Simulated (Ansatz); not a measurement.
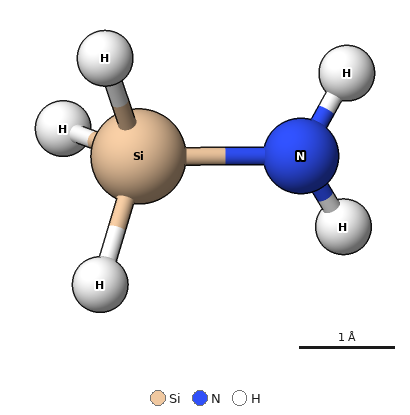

**Figure 1.** The structure as given in the input (ball-and-stick view, seen at a tilt). Bond lengths as drawn: H–N 1.01 Å, H–Si 1.49 Å and N–Si 1.72 Å.

# SiNH5: energy and gradient calculation

- system: SiNH5, SMILES [SiH3]N
- method: HF/def2-SVP, RHF (Ansatz 0.2.0)

The geometry comes from this level: PBE0-D4/def2-TZVP.

## The input
```yaml
crystal:
  periodic: [false, false, false]
  atoms:
    - {symbol: Si, position_ang: [-0.413010, -0.292700, -0.422350]}
    - {symbol: N, position_ang: [0.611760, 0.348670, 0.801280]}
    - {symbol: H, position_ang: [-0.018320, -1.706330, -0.653330]}
    - {symbol: H, position_ang: [-1.813170, -0.217090, 0.068940]}
    - {symbol: H, position_ang: [-0.367930, 0.402730, -1.743970]}
    - {symbol: H, position_ang: [0.391580, 1.238230, 1.219480]}
    - {symbol: H, position_ang: [1.609100, 0.226510, 0.729930]}
basis:
  gaussian:
    orbitals: def2-SVP
hamiltonian:
  xc: hf
accuracy: high
output: {forces: true, orbitals: {seedname: orbitals}}
```

Launch command:
```bash
ansatz run job.yaml --threads 1 --pin off --max-ram 3480MiB --events-out events.jsonl --progress --plain --runs-dir runs
```

## The program's output
```
Functional definition: HF
  name "HF"
  exchange = exact_x
  correlation = 0
1273 factors; integrals over basis functions are off by at most 3.5e-9 eV
mean field evaluation 1: about -9417.9781 eV, gradient 2.8e1 eV
mean field evaluation 2: about -9417.9826 eV, gradient 2.8e1 eV
mean field evaluation 4: about -9419.8559 eV, gradient 2.2e0 eV
mean field evaluation 8: about -9419.8743 eV, gradient 2.2e-4 eV
mean field -9419.87430249 eV, -346.1739955962 hartree, gradient 9.7e-9 eV, S^2 0.000000; 0 other end points of the search recorded, 0 dependent functions left out
the calculation of the forces begins
reference -9419.87430249 eV, -346.1739955962 hartree; 13, 13 occupied and 44, 44 virtual orbitals, 1273 factors
Total energy: -9419.87430249 eV, -346.1739955962 hartree
Atom 0 at    -0.413010    -0.292700    -0.422350 Å, force    -0.191903    -0.169959    -0.124728 eV/Å
Atom 1 at     0.611760     0.348670     0.801280 Å, force     0.325839     0.332757     0.121109 eV/Å
Atom 2 at    -0.018320    -1.706330    -0.653330 Å, force    -0.042941     0.077138    -0.023326 eV/Å
Atom 3 at    -1.813170    -0.217090     0.068940 Å, force     0.062732    -0.010362    -0.065864 eV/Å
Atom 4 at    -0.367930     0.402730    -1.743970 Å, force     0.008576    -0.038374     0.100050 eV/Å
Atom 5 at     0.391580     1.238230     1.219480 Å, force     0.092499    -0.239922    -0.073417 eV/Å
Atom 6 at     1.609100     0.226510     0.729930 Å, force    -0.254801     0.048723     0.066175 eV/Å
Dipole moment:     0.193198     0.209867     0.046744 e Å
```

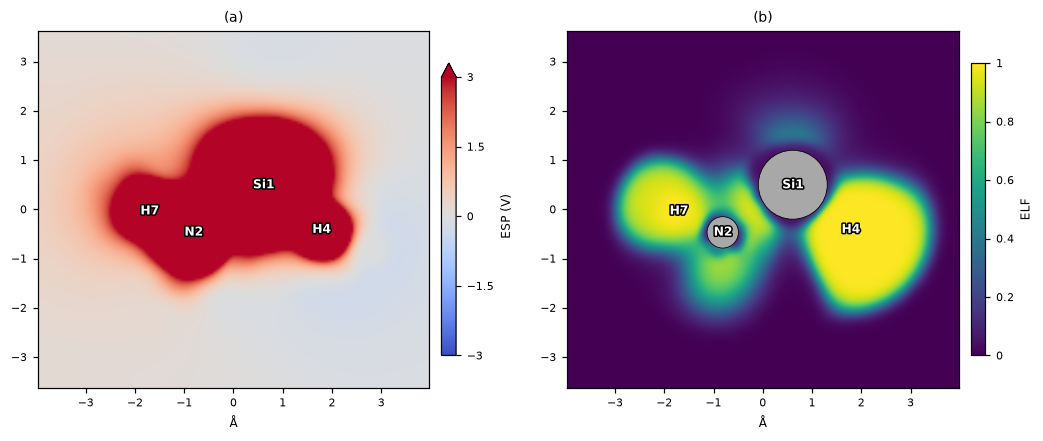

**Figure 2.** (a) molecular electrostatic potential; (b) ELF on the plane of atoms N2, Si1 and H4. Grey discs, where drawn, cover atomic cores. The section cuts through Si, N and H sites. Si–N (1.72 Å): the ELF peaks at about 0.95 between the atoms, which marks a shared but strongly polarised pair. N–H (1.01 Å): the ELF climbs to about 1 towards the hydrogen, as it does in any bond to H; a covalent bond by its length. Si–H (1.49 Å): the ELF climbs to about 1 towards the hydrogen. The potential has no marked negative region in this plane.

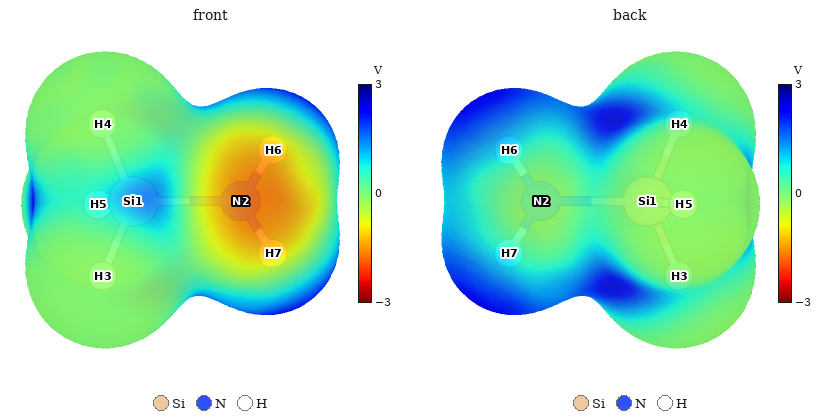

**Figure 3.** The molecular electrostatic potential painted on the density surface at 0.004 e/bohr³, seen face on and from behind; red is negative and blue positive. Its dipole moment is 1.39 D.

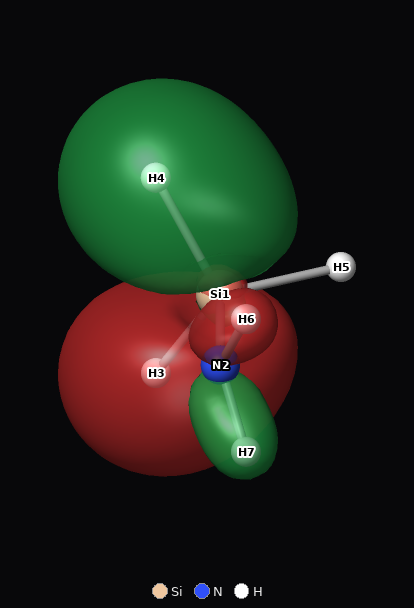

**Figure 4.** One frontier orbital at ±0.1 Å⁻³ᐟ² (green and red are the two phases), seen at an oblique angle. The HOMO−1, at −12.85 eV. By Hirshfeld shares it lies mainly on Si1 (40 %), H3 (25 %) and H4 (25 %).

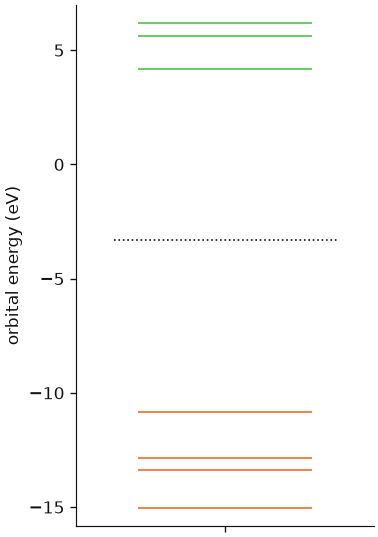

**Figure 5.** Orbital energies near the frontier; the dotted line parts filled from empty levels, and levels within 0.02 eV of each other stand side by side. Highest filled −10.84 eV, lowest empty 4.18 eV, 15.02 eV apart.

## Key numbers

- outcome: converged
- total energy: −346.173996 hartree
- basis functions: 57
- largest force: 0.481 eV/Å
- SCF solution under orbital rotations: stable
- HOMO: −10.84 eV
- LUMO: 4.18 eV
- dipole moment: 1.39 D
- hardware: 1 thread of Arm Neoverse V2, 24 GiB of memory available, shared host
- wall time: 0.98 s
- peak memory: 0.11 GiB
